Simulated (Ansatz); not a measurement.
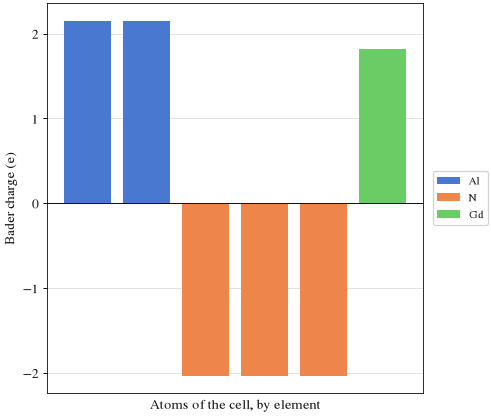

Bader charges of the atoms (positive: electrons lost). System: GdAl$_{2}$N$_{3}$, space group R-3m, 6 atoms in the cell. Computed with Ansatz: DFT PBE, scalar-relativistic, plane waves, PAW, spin-polarised, 12×12×12 k mesh, Gaussian smearing of 0.1 eV.

The Bader charges are Al +2.15 e, Gd +1.81 e and N −2.04 e. Summed over the cell, Al gives up most (4.3 e) and N takes most (6.1 e).

The structure is an invented one, so it need not be a known or stable phase. Spin-orbit coupling is left out, which matters for Gd.
